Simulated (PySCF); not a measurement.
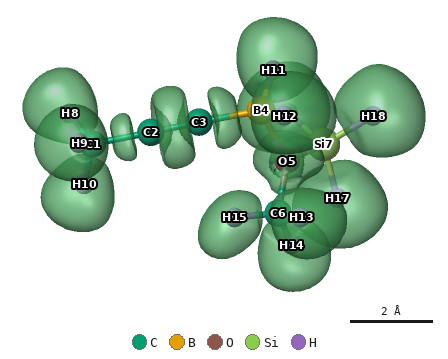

Figure 1: C4H11BOSi. Isosurface of the ELF at 0.75 (green), seen at a tilt. Core shells and regions of very low density are left out.

Geometry: GFN2-xTB.

Theory: CAM-B3LYP/def2-SVPD, SCF density, gas phase in PySCF 2.14.0.

Input

```
{"job": {"kind": "uv", "xc": "CAM-B3LYP", "basis": "def2-SVPD", "nstates": 8, "ntriplets": 3}, "charge": 0, "multiplicity": 1}
C      3.526903    -0.179749    -0.592905
C      2.181900    -0.248461    -0.049273
C      1.073322    -0.311140     0.416933
B     -0.355408    -0.363572     0.993927
O     -1.360545     0.114580    -0.267500
C     -1.078177     1.413655    -0.725163
Si    -2.593644    -0.878034    -0.743746
H      3.936687    -1.182714    -0.719688
H      4.176954     0.381142     0.080338
H      3.516457     0.318929    -1.563831
H     -0.747614    -1.461987     1.236209
H     -0.572904     0.438149     1.847723
H     -1.304857     2.135932     0.062378
H     -1.665698     1.644403    -1.613589
H     -0.013119     1.471231    -0.957530
H     -1.990060    -2.132518    -1.168494
H     -3.194762    -0.156554    -1.869981
H     -3.544193    -0.996975     0.357775
```

Launched as:

```sh
OMP_NUM_THREADS=1 python probes_run.py task.json out
```

What do the ELF domains correspond to?

The surface consists of one region between bonded B–C atoms (shared pairs), two regions between bonded C–C atoms (shared pairs), eleven regions around hydrogen nuclei and one region on O in which the atom's valence shell and bonds are merged. Profiles from the grid: C–C (1.20 Å): the ELF peaks at about 0.85 between the atoms (a multiple bond). C–O (1.41 Å): the ELF peaks at about 0.90 between the atoms, as expected for a polar covalent bond.
